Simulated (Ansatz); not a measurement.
C₇H₁₀Ge: single-point calculation

The run: single-point calculation of C₇H₁₀Ge. Method and program: RKS CAM-B3LYP-D4/def2-TZVP (Ansatz 0.2.0).

The geometry comes from this level: PBE0-D4/def2-SVP.

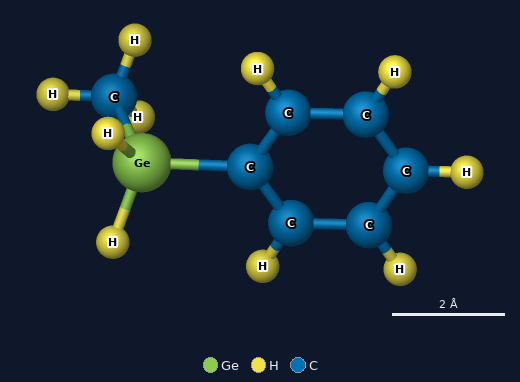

*The input geometry (ball-and-stick view, seen at a tilt). Sticks mark near contacts.*

Key numbers:

| quantity | value |
| --- | --- |
| outcome | converged |
| total energy | −63942.3384 eV |
| mean-field energy | −63941.9005 eV |
| dispersion energy | −0.4379 eV |
| SCF solution under orbital rotations | stable |
| HOMO | −8.41 eV |
| LUMO | 0.57 eV |
| hardware | 2 CPU threads, shared host |
| wall time | 11 s (CPU time 4.4 s; the host was busy) |
| peak memory | 0.84 GiB |

The input:
```yaml
crystal:
  periodic: [false, false, false]
  atoms:
    - {symbol: Ge, position_ang: [1.159967, 1.415343, 0.825219]}
    - {symbol: H, position_ang: [1.160592, 1.409507, 2.368914]}
    - {symbol: H, position_ang: [2.616923, 1.429141, 0.314513]}
    - {symbol: C, position_ang: [0.216069, 2.993997, 0.165607]}
    - {symbol: H, position_ang: [0.701485, 3.915623, 0.518844]}
    - {symbol: H, position_ang: [-0.825587, 2.985596, 0.518442]}
    - {symbol: H, position_ang: [0.210383, 2.998129, -0.934279]}
    - {symbol: C, position_ang: [0.285658, -0.210490, 0.199158]}
    - {symbol: C, position_ang: [0.580594, -0.742684, -1.063641]}
    - {symbol: C, position_ang: [-0.068949, -1.885514, -1.528324]}
    - {symbol: C, position_ang: [-1.024230, -2.516595, -0.732566]}
    - {symbol: C, position_ang: [-1.325017, -2.002933, 0.528070]}
    - {symbol: C, position_ang: [-0.673263, -0.859499, 0.988827]}
    - {symbol: H, position_ang: [1.331592, -0.261001, -1.697791]}
    - {symbol: H, position_ang: [0.172858, -2.287388, -2.515825]}
    - {symbol: H, position_ang: [-1.532690, -3.414110, -1.094148]}
    - {symbol: H, position_ang: [-2.070608, -2.497164, 1.156525]}
    - {symbol: H, position_ang: [-0.915775, -0.469967, 1.982443]}
basis:
  gaussian: {orbitals: def2-TZVP, initial_orbitals: start.molden}
hamiltonian: {xc: {name: CAM-B3LYP}, dispersion: d4}
scf: {omitted_lower_state_checks: [starts]}
output: {orbitals: {seedname: orbitals}}
```

Launch command:
```bash
ansatz run in.yaml --threads 2 --pin off --events-out ev --progress --plain --max-ram 32768MiB --backend cuda --devices 0, --max-vram 18GiB
```

What the program printed:
```
Functional definition: CAM-B3LYP
  name "CAM-B3LYP"
  cite "Yanai, Tew & Handy, Chem. Phys. Lett. 393, 51 (2004) doi:10.1016/j.cplett.2004.06.011"
  cite "Iikura, Tsuneda, Yanai & Hirao, J. Chem. Phys. 115, 3540 (2001) doi:10.1063/1.1383587"
  cite "Becke, Phys. Rev. A 38, 3098 (1988) doi:10.1103/PhysRevA.38.3098"
  cite "Lee, Yang & Parr, Phys. Rev. B 37, 785 (1988) doi:10.1103/PhysRevB.37.785"
  cite "Vosko, Wilk & Nusair, Can. J. Phys. 58, 1200 (1980) doi:10.1139/p80-159"
  parameter alpha = 0.19
  parameter beta = 0.46
  parameter omega = 0.33/bohr
  parameter ac = 0.81
  # Exact exchange under (alpha + beta erf(omega r))/r, Becke's under what is left of 1/r.
  exchange = (1 - alpha - beta)*b88_x + beta*b88_x_sr(omega) + alpha*exact_x + beta*exact_x_lr(omega)
  correlation = (1 - ac)*vwn5_c + ac*lyp_c
these checks for a lower state are left out or cut short: starts
2089 factors; their error is unknown
563 factors; integrals over basis functions are off by at most 1.2e-5 eV
mean field evaluation 1: about -63941.5967 eV, gradient 8.8e0 eV
mean field evaluation 2: about -63941.7328 eV, gradient 1.1e-1 eV
mean field evaluation 4: about -63941.9003 eV, gradient 5.3e-4 eV
mean field -63941.90030909 eV, -2349.8214949822 hartree, gradient 1.6e-5 eV, S^2 0.000000; 0 other end points of the search recorded, 0 dependent functions left out
reference -63941.90047995 eV, -2349.8215012615 hartree; 42, 42 occupied and 283, 283 virtual orbitals, 2089 factors
Total energy: -63942.33835014 eV, -2349.8375926939 hartree
Checks for a lower state left out: starts
```

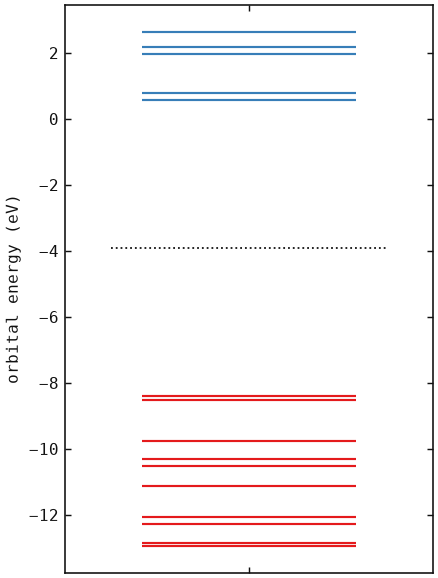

*Orbital energies near the frontier; the dotted line parts filled from empty levels, and levels within 0.02 eV of each other stand side by side.*

Highest filled −8.41 eV, lowest empty 0.57 eV, 8.98 eV apart.
